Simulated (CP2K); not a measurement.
# revPBE-D3(BJ)/TZV2P-MOLOPT-PBE-GTH (core potential) run of WCl4O (SMILES O=[W](Cl)(Cl)(Cl)Cl)

What is the energy change on altering one bond length of WCl4O at revPBE-D3(BJ)/TZV2P-MOLOPT-PBE-GTH (core potential)? 

The calculation is run with CP2K 2026.2.

## Step 1: The structure to begin with

WCl4O: 6 atoms, total charge 0, spin state singlet. SMILES: `O=[W](Cl)(Cl)(Cl)Cl`. The coordinates come from a PBE0-D4/def2-TZVP relaxation.

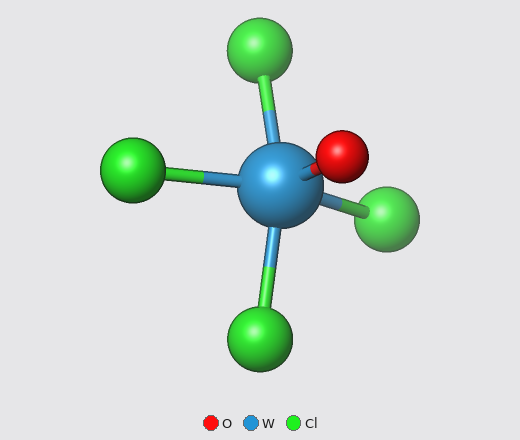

The structure, seen from a chosen angle (oxygen red, tungsten blue, chlorine green).

## Step 2: The energy at revPBE-D3(BJ)/TZV2P-MOLOPT-PBE-GTH (core potential)

Input file job.inp:

```
&GLOBAL
  PROJECT job
  RUN_TYPE ENERGY
  PRINT_LEVEL MEDIUM
&END GLOBAL

&FORCE_EVAL
  METHOD Quickstep
  &DFT
    BASIS_SET_FILE_NAME BASIS_MOLOPT_UZH
    POTENTIAL_FILE_NAME POTENTIAL_UZH
    ! Quickstep
    &QS
      METHOD GPW
      EPS_DEFAULT 1.0E-10
    &END QS
    &MGRID
      CUTOFF 400
      REL_CUTOFF 50
      NGRIDS 4
    &END MGRID
    &POISSON
      PERIODIC NONE
      POISSON_SOLVER MULTIPOLE
    &END POISSON
    &SCF
      SCF_GUESS ATOMIC
      EPS_SCF 1.0E-06
      MAX_SCF 30
      &OT
        MINIMIZER DIIS
        PRECONDITIONER FULL_ALL
      &END OT
      &OUTER_SCF
        EPS_SCF 1.0E-06
        MAX_SCF 8
      &END OUTER_SCF
    &END SCF
    &XC
      &XC_FUNCTIONAL
        &PBE
          PARAMETRIZATION REVPBE
        &END PBE
      &END XC_FUNCTIONAL
      &VDW_POTENTIAL
        POTENTIAL_TYPE PAIR_POTENTIAL
        &PAIR_POTENTIAL
          TYPE DFTD3(BJ)
          PARAMETER_FILE_NAME dftd3.dat
          REFERENCE_FUNCTIONAL revPBE
          R_CUTOFF 15
        &END PAIR_POTENTIAL
      &END VDW_POTENTIAL
    &END XC
    &PRINT
      &MOMENTS
        PERIODIC F
        REFERENCE COM
        MAX_MOMENT 1
      &END MOMENTS
      &MO_CUBES
        NLUMO 1
        NHOMO -1
        WRITE_CUBE F
      &END MO_CUBES
      &HIRSHFELD OFF
      &END HIRSHFELD
    &END PRINT
  &END DFT
  ! atoms, cell and kinds
  &SUBSYS
    ! vacuum box
    &CELL
      ABC 10.8 9.4 10.8
      PERIODIC NONE
    &END CELL
    &COORD
      SCALED T
      O    0.49882546   0.37151543   0.52180556
      W    0.49970880   0.54790691   0.50541667
      Cl   0.67709676   0.61779947   0.60382222
      Cl   0.32290324   0.59466968   0.39617222
      Cl   0.60430972   0.58391968   0.32395741
      Cl   0.39569120   0.62848457   0.67604259
    &END COORD
    &KIND O
      BASIS_SET TZV2P-MOLOPT-PBE-GTH-q6
      POTENTIAL GTH-PBE-q6
    &END KIND
    &KIND W
      BASIS_SET TZV2P-MOLOPT-PBE-GTH-q14
      POTENTIAL GTH-PBE-q14
    &END KIND
    &KIND Cl
      BASIS_SET TZV2P-MOLOPT-PBE-GTH-q7
      POTENTIAL GTH-PBE-q7
    &END KIND
  &END SUBSYS
&END FORCE_EVAL
```

Launch:

```console
$ OMP_NUM_THREADS=1 cp2k.psmp job.inp > job.out
```

The program printed:

```text
CP2K| version string:                                       CP2K version 2026.2
[...]
 GLOBAL| Method name                                                        CP2K
[...]
 GLOBAL| Run type                                                         ENERGY
[...]
 DFT| Spin restricted Kohn-Sham (RKS) calculation                            RKS
 DFT| Multiplicity                                                             1
[...]
 DFT| Charge                                                                   0
[...]
 FUNCTIONAL| PBE:
[...]
 QS| Method:                                                                 GPW
[...]
 QS| Density cutoff [a.u.]:                                                200.0
[...]
 QS| Relative density cutoff [a.u.]:                                        25.0
[...]
                             - Atoms:                                          6
[...]
                             - Spherical basis functions:                    187
[...]
 Number of electrons:                                                         48
[...]
     1 OT DIIS     0.15E+00    2.8     0.08464094      -140.7372766818 -1.41E+02
[...]
     7 OT DIIS     0.15E+00    3.1     0.00000097      -144.3785566272 -1.03E-08
  *** SCF run converged in     7 steps ***
[...]
  Overlap energy of the core charge distribution:               0.00000288460707
  Self energy of the core charge distribution:               -278.67619762208977
  Core Hamiltonian energy:                                     64.75505348175408
  Hartree energy:                                              92.41020011300337
  Exchange-correlation energy:                                -22.84346578908811
  Dispersion energy:                                           -0.02414969539479
  Total energy:                                              -144.37855662720816
[...]
                     Mulliken Population Analysis
 #  Atom  Element  Kind  Atomic population                           Net charge
       1     O        1          6.288404                             -0.288404
       2     W        2         12.698723                              1.301277
       3     Cl       3          7.253362                             -0.253362
       4     Cl       3          7.253046                             -0.253046
       5     Cl       3          7.252934                             -0.252934
       6     Cl       3          7.253530                             -0.253530
 # Total charge                             48.000000                 -0.000000
[...]
  Dipole moment [Debye]
    X=  0.3653053E-02 Y=  0.5952556E+00 Z= -0.7046661E-01  Total=      0.5994232
[...]
 HOMO - LUMO gap [eV] :    2.138271
 ENERGY| Total FORCE_EVAL ( QS ) energy [hartree]           -144.378556627208155
[...]
```

Wall time 2.2 min (1 thread of Intel Xeon at 2.70GHz, shared host); peak memory 0.94 GiB.

## Step 3: The distorted shape, same level

Input file molecule.xyz:

```xyz
6

O     -0.011481    -1.995905     0.213065
W     -0.000510    -0.089070     0.009510
Cl     1.915280     0.567920     1.072290
Cl    -1.910010     0.350500    -1.170330
Cl     1.129180     0.249450    -1.950250
Cl    -1.123900     0.668360     1.852270
```

Input file qs.inp:

```
&FORCE_EVAL
  METHOD Quickstep
  &DFT
    BASIS_SET_FILE_NAME BASIS_MOLOPT_UZH
    POTENTIAL_FILE_NAME POTENTIAL_UZH
    CHARGE 0
    MULTIPLICITY 1
    &QS
      METHOD GPW
      EPS_DEFAULT 1.0E-10
    &END QS
    &MGRID
      CUTOFF 400
      REL_CUTOFF 50
      NGRIDS 4
    &END MGRID
    &POISSON
      PERIODIC NONE
      POISSON_SOLVER MULTIPOLE
    &END POISSON
    &SCF
      SCF_GUESS ATOMIC
      EPS_SCF 1.0E-06
      MAX_SCF 40
      &OT ON
        MINIMIZER DIIS
        PRECONDITIONER FULL_ALL
      &END OT
      &OUTER_SCF
        EPS_SCF 1.0E-06
        MAX_SCF 5
      &END OUTER_SCF
    &END SCF
    &XC
      &XC_FUNCTIONAL
        &PBE
          PARAMETRIZATION REVPBE
        &END PBE
      &END XC_FUNCTIONAL
      &VDW_POTENTIAL
        POTENTIAL_TYPE PAIR_POTENTIAL
        &PAIR_POTENTIAL
          TYPE DFTD3(BJ)
          PARAMETER_FILE_NAME dftd3.dat
          REFERENCE_FUNCTIONAL revPBE
          R_CUTOFF 15
        &END PAIR_POTENTIAL
      &END VDW_POTENTIAL
    &END XC
    &PRINT
      &MOMENTS
        PERIODIC F
        REFERENCE COM
        MAX_MOMENT 1
      &END MOMENTS
      &MO_CUBES
        NLUMO 5
        NHOMO -1
        WRITE_CUBE F
      &END MO_CUBES
      &HIRSHFELD OFF
      &END HIRSHFELD
    &END PRINT
  &END DFT
  &SUBSYS
    &CELL
      ABC [angstrom] 10.8 9.7 10.8
      PERIODIC NONE
    &END CELL
    &TOPOLOGY
      COORD_FILE_NAME molecule.xyz
      COORD_FILE_FORMAT XYZ
      &CENTER_COORDINATES
      &END CENTER_COORDINATES
    &END TOPOLOGY
    &KIND O
      BASIS_SET TZV2P-MOLOPT-PBE-GTH-q6
      POTENTIAL GTH-PBE-q6
    &END KIND
    &KIND W
      BASIS_SET TZV2P-MOLOPT-PBE-GTH-q14
      POTENTIAL GTH-PBE-q14
    &END KIND
    &KIND Cl
      BASIS_SET TZV2P-MOLOPT-PBE-GTH-q7
      POTENTIAL GTH-PBE-q7
    &END KIND
  &END SUBSYS
&END FORCE_EVAL

&GLOBAL
  PROJECT_NAME qs
  RUN_TYPE ENERGY
  PRINT_LEVEL MEDIUM
&END GLOBAL
```

Launch:

```console
$ OMP_NUM_THREADS=1 cp2k.psmp -i qs.inp > qs.out 2>&1
```

The program printed, cut to the lines that bear on the results:

```text
CP2K| version string:                                       CP2K version 2026.2
[...]
 GLOBAL| Method name                                                        CP2K
[...]
 GLOBAL| Run type                                                         ENERGY
[...]
 DFT| Spin restricted Kohn-Sham (RKS) calculation                            RKS
 DFT| Multiplicity                                                             1
[...]
 DFT| Charge                                                                   0
[...]
 FUNCTIONAL| PBE:
[...]
 QS| Method:                                                                 GPW
[...]
 QS| Density cutoff [a.u.]:                                                200.0
[...]
 QS| Relative density cutoff [a.u.]:                                        25.0
[...]
                             - Atoms:                                          6
[...]
                             - Spherical basis functions:                    187
[...]
 Number of electrons:                                                         48
[...]
     1 OT DIIS     0.15E+00    2.6     0.07943958      -141.2070400154 -1.41E+02
[...]
     7 OT DIIS     0.15E+00    2.9     0.00000071      -144.3395697441 -3.49E-09
  *** SCF run converged in     7 steps ***
[...]
  Overlap energy of the core charge distribution:               0.00000003997508
  Self energy of the core charge distribution:               -278.67619762208977
  Core Hamiltonian energy:                                     64.28181994751540
  Hartree energy:                                              92.78396737278862
  Exchange-correlation energy:                                -22.70557723254811
  Dispersion energy:                                           -0.02358224973797
  Total energy:                                              -144.33956974409676
[...]
                     Mulliken Population Analysis
 #  Atom  Element  Kind  Atomic population                           Net charge
       1     O        1          6.421926                             -0.421926
       2     W        2         12.647939                              1.352061
       3     Cl       3          7.232682                             -0.232682
[...]
  Dipole moment [Debye]
    X=  0.1007002E-01 Y=  0.1708678E+01 Z= -0.1893078E+00  Total=      1.7191629
[...]
 HOMO - LUMO gap [eV] :    2.167833
 ENERGY| Total FORCE_EVAL ( QS ) energy [hartree]           -144.339569744096764
[...]
```

Wall time 2.4 min (1 thread of Intel Xeon at 2.70GHz, shared host); peak memory 0.94 GiB.

## Step 4: Outcome

At revPBE-D3(BJ)/TZV2P-MOLOPT-PBE-GTH (core potential):

```
                                                         quantity          value
                                        first shape: total energy  -144.37856 Eh
                                       first shape: dipole moment         0.60 D
                                         first shape: HOMO energy       -7.53 eV
                                         first shape: LUMO energy       -5.39 eV
                                       first shape: HOMO–LUMO gap        2.14 eV
                                   first shape: dispersion energy  -63.41 kJ/mol
                                    distorted shape: total energy  -144.33957 Eh
                                   distorted shape: dipole moment         1.72 D
                                     distorted shape: HOMO energy       -7.70 eV
                                     distorted shape: LUMO energy       -5.54 eV
                                   distorted shape: HOMO–LUMO gap        2.17 eV
                               distorted shape: dispersion energy  -61.92 kJ/mol
energy change with the O1–W2 bond stretched from 1.668 to 1.918 Å       1.061 eV
```

In words: With the O1–W2 bond stretched from 1.668 to 1.918 Å the energy rises by 1.06 eV (24 kcal/mol). The first shape isn't relaxed at this level, so the change isn't measured from a minimum.
